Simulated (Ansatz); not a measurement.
The starting structures come from a database of crystals and need not be the phases stable at ambient conditions.

 Where the default PAW files enter, the runs use the earlier of Ansatz's two default sets.

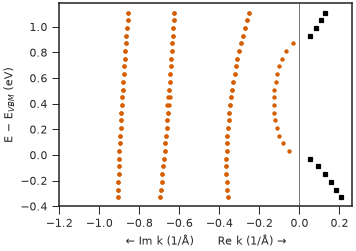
Figure: Complex bands at the centre of the two-dimensional zone; r2SCAN (Ansatz, a program for electronic structure)

The gap is the functional's own, uncorrected, and κ follows it; spin-orbit coupling is left out. Mid-gap values are interpolated between the computed energies.

Q: This is TePb$_{2}$Se (R-3m, not sure to be the ambient phase, 4 atoms a cell, 31.2 Å³ an atom) along the normal of (001). Read off the slowest decay at the centre of the two-dimensional zone at 0.39 eV, the computed energy nearest the middle of the gap.

A: κ ≈ 0.13 1/Å, a decay length 1/(2κ) of the density of 3.9 Å.
